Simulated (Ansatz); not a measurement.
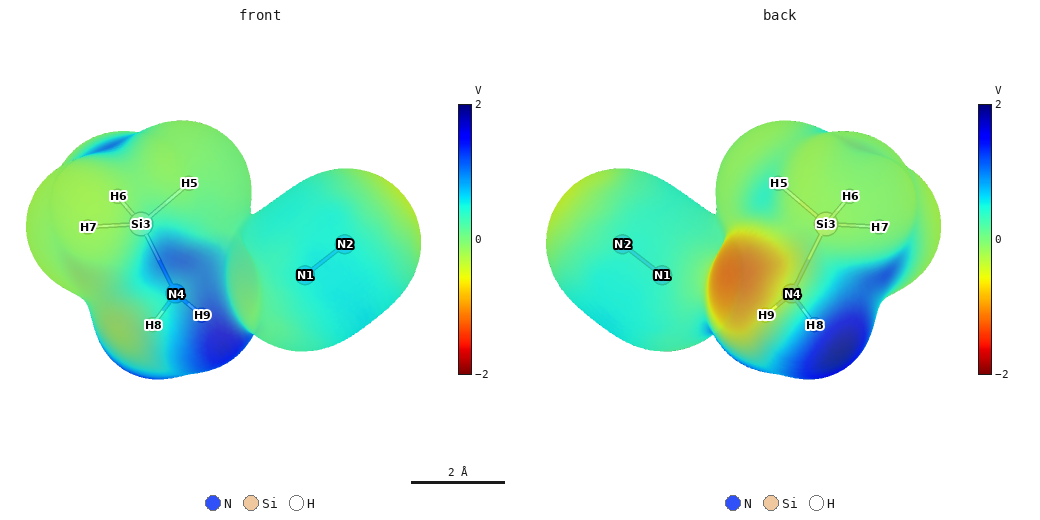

N2···H5NSi (SMILES N#N.[SiH3]N). The electrostatic potential painted on the density surface at 0.002 e/bohr³, seen from the front and from behind; red is negative and blue positive.

Geometry: PBE0-D4/def2-TZVP.

All numbers below come from RKS PBE0-D4/def2-TZVPPD (Ansatz).

```yaml
atoms:
  - { symbol: N, position_ang: [0.4576, -0.5404, -2.6947] }
  - { symbol: N, position_ang: [0.5432, 0.2135, -3.4760] }
  - { symbol: Si, position_ang: [0.2450, 0.5152, 1.1315] }
  - { symbol: N, position_ang: [-0.8576, -0.5779, 0.3931] }
  - { symbol: H, position_ang: [0.9853, 1.2159, 0.0503] }
  - { symbol: H, position_ang: [-0.5401, 1.4882, 1.9344] }
  - { symbol: H, position_ang: [1.2612, -0.0934, 2.0420] }
  - { symbol: H, position_ang: [-1.5646, -1.0267, 0.9526] }
  - { symbol: H, position_ang: [-0.5301, -1.1944, -0.3333] }
```

Q: Describe the electrostatic potential map.

A: The most negative region (about −1.2 V) lies over N4, the most positive (about +1.8 V) over H8. N4 is the likeliest acceptor of a hydrogen bond.
